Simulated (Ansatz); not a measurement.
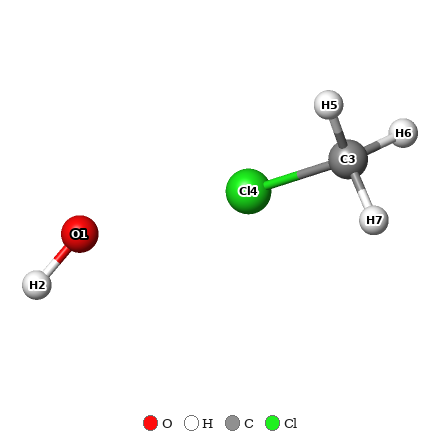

The system is the pair HO···CH₃Cl, charge −1; the picture shows the reference structure. The turn is about an axis along (−0.63, 0.78, −0.00) in the frame of the relaxed pair, normal to the line between the partners. Coordinates scanned: (1) distance Cl4···O1; (2) turn of O1, H2 about its own atom O1. The grid has 15 × 15 points. Points are written as (first, second). Energies: kJ/mol, counted from the lowest grid point. Computed with Ansatz, RHF/def2-TZVPD.

Its coordinates:

```xyz
7

O     0.2655    0.2040   -3.2151
H    -0.2269   -0.1864   -3.9201
C    -0.0113   -0.0060    1.5630
Cl    0.0326    0.0249   -0.2044
H    -0.4399    0.9154    1.9311
H     0.9930   -0.1125    1.9481
H    -0.6130   -0.8394    1.8974
```

Range: distance Cl4···O1 from 2.541 to 4.541 Å; turn of O1, H2 about its own atom O1 from −180 to 156°.

Q: Predict the map.

A: The lowest grid point is at (3.014 Å, −12°). The energy also falls towards the edge at (4.541 Å, −156°) (3.0 kJ/mol above the lowest) and (4.541 Å, 60°) (3.1 kJ/mol above the lowest), where a further well may lie outside the range. The highest grid point, (2.541 Å, 132°), lies 134.2 kJ/mol above the lowest. Round the minimum the two coordinates are weakly coupled (coupling −0.11 in units of the two stiffnesses). At the highest point the unbonded atoms H2···Cl4 come to 1.60 Å, against 3.82 Å at the lowest; the sum of their van der Waals radii is about 3.0 Å.

| second ↓, first → | 2.541 | 2.591 | 2.672 | 2.772 | 2.887 | 3.014 | 3.152 | 3.299 | 3.455 | 3.618 | 3.790 | 3.968 | 4.153 | 4.344 | 4.541 |
| --- | --- | --- | --- | --- | --- | --- | --- | --- | --- | --- | --- | --- | --- | --- | --- |
| 156 | 97.1 | 83.6 | 65.8 | 49.2 | 35.5 | 25.1 | 17.7 | 12.7 | 9.3 | 7.2 | 5.8 | 4.9 | 4.2 | 3.7 | 3.3 |
| 132 | 134.2 | 115.6 | 91.0 | 68.0 | 49.1 | 34.7 | 24.3 | 17.2 | 12.3 | 9.2 | 7.1 | 5.7 | 4.7 | 4.0 | 3.5 |
| 108 | 95.6 | 82.5 | 65.1 | 48.8 | 35.4 | 25.3 | 18.0 | 13.0 | 9.6 | 7.4 | 6.0 | 5.0 | 4.4 | 3.8 | 3.4 |
| 84 | 44.4 | 38.0 | 29.7 | 22.0 | 15.9 | 11.5 | 8.4 | 6.5 | 5.3 | 4.6 | 4.2 | 3.9 | 3.7 | 3.4 | 3.2 |
| 60 | 19.6 | 16.3 | 12.1 | 8.5 | 5.8 | 4.1 | 3.1 | 2.8 | 2.7 | 2.8 | 3.0 | 3.1 | 3.2 | 3.2 | 3.1 |
| 36 | 10.7 | 8.4 | 5.6 | 3.3 | 1.8 | 1.1 | 0.9 | 1.1 | 1.6 | 2.0 | 2.5 | 2.8 | 3.0 | 3.1 | 3.1 |
| 12 | 7.9 | 5.9 | 3.4 | 1.5 | 0.4 | 0.0 | 0.2 | 0.6 | 1.2 | 1.8 | 2.3 | 2.7 | 3.0 | 3.1 | 3.1 |
| −12 | 7.8 | 5.7 | 3.3 | 1.4 | 0.3 | 0.0 | 0.2 | 0.7 | 1.3 | 1.9 | 2.5 | 2.9 | 3.1 | 3.2 | 3.2 |
| −36 | 8.6 | 6.4 | 3.8 | 1.8 | 0.7 | 0.3 | 0.5 | 1.0 | 1.6 | 2.2 | 2.7 | 3.0 | 3.3 | 3.3 | 3.3 |
| −60 | 9.2 | 7.0 | 4.3 | 2.2 | 1.0 | 0.6 | 0.7 | 1.1 | 1.7 | 2.2 | 2.7 | 3.1 | 3.3 | 3.4 | 3.3 |
| −84 | 9.2 | 7.0 | 4.3 | 2.3 | 1.0 | 0.5 | 0.6 | 1.0 | 1.6 | 2.1 | 2.6 | 3.0 | 3.2 | 3.3 | 3.3 |
| −108 | 9.1 | 6.9 | 4.3 | 2.3 | 1.0 | 0.5 | 0.5 | 0.9 | 1.4 | 2.0 | 2.4 | 2.8 | 3.1 | 3.2 | 3.2 |
| −132 | 10.8 | 8.5 | 5.6 | 3.3 | 1.8 | 1.1 | 0.9 | 1.1 | 1.5 | 2.0 | 2.4 | 2.8 | 3.0 | 3.1 | 3.1 |
| −156 | 19.0 | 15.7 | 11.5 | 7.9 | 5.3 | 3.6 | 2.7 | 2.4 | 2.4 | 2.6 | 2.8 | 3.0 | 3.1 | 3.1 | 3.0 |
| −180 | 44.5 | 38.0 | 29.5 | 21.7 | 15.4 | 10.9 | 7.9 | 6.0 | 4.9 | 4.2 | 3.9 | 3.6 | 3.5 | 3.3 | 3.1 |

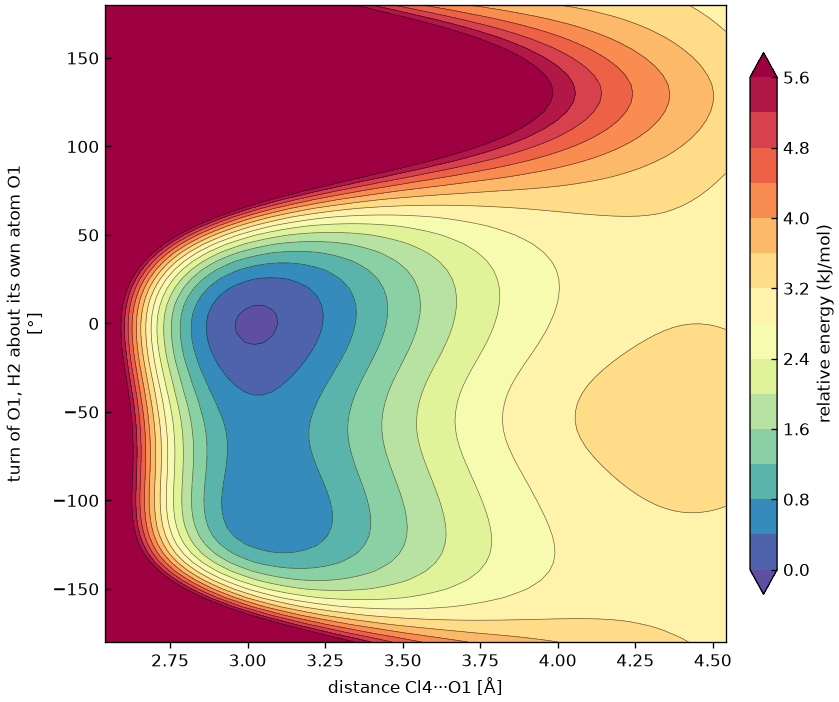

In the figure: filled contours, one colour for all values above the top of the scale. Between grid points the surface is interpolated.

Time for the 225 points that were run: 9.6 min on 1 thread of Arm Neoverse V2, with other jobs on the host.
